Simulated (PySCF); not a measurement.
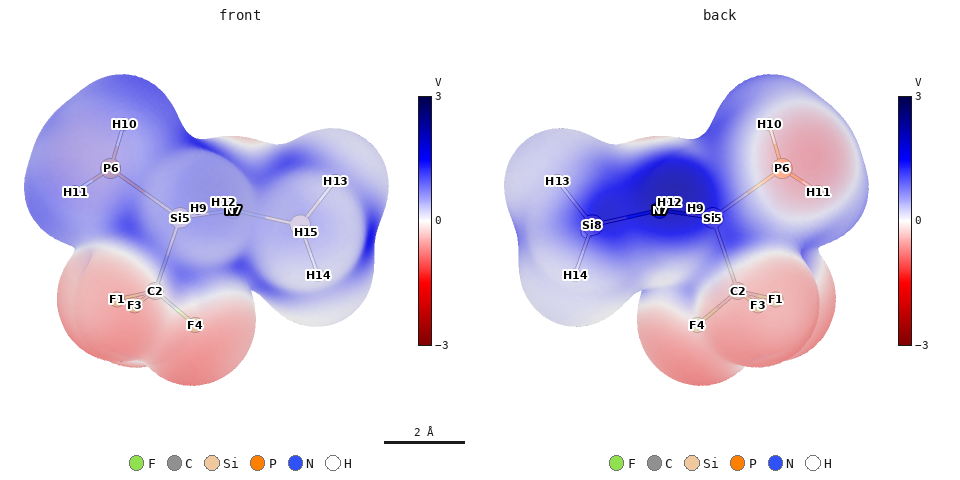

Figure 1: CH7F3NPSi2. The electrostatic potential painted on the density surface at 0.002 e/bohr³, seen from the front and from behind; red is negative and blue positive.

Geometry: PBE0-D3(BJ)/def2-SVP.

These are results of wB97X-D/def2-SVPD, SCF density, gas phase in PySCF 2.14.0, not measurements.

```xyz
15

F    -2.5707   -0.5065    1.6035
C    -1.6202   -0.8746    0.7283
F    -2.2466   -1.2691   -0.3928
F    -1.0078   -1.9564    1.2405
Si   -0.3477    0.5472    0.3977
P    -1.4978    2.1521   -0.6917
N     0.9463   -0.0125   -0.5993
Si    2.3620   -0.9114   -0.0978
H     0.1806    0.9051    1.7437
H    -0.7603    3.2122   -0.0821
H    -2.5321    2.1691    0.2933
H     0.7752    0.0384   -1.6011
H     3.5926   -0.3362   -0.7210
H     2.2864   -2.3554   -0.4755
H     2.4385   -0.7899    1.3862
```

Which sites attract a positive test charge, and which a negative one?

A positive charge is drawn to the negative regions and a negative charge to the positive ones. The most negative region (about −0.7 V) lies over F1, F3 and F4, the most positive (about +2.1 V) over H12.
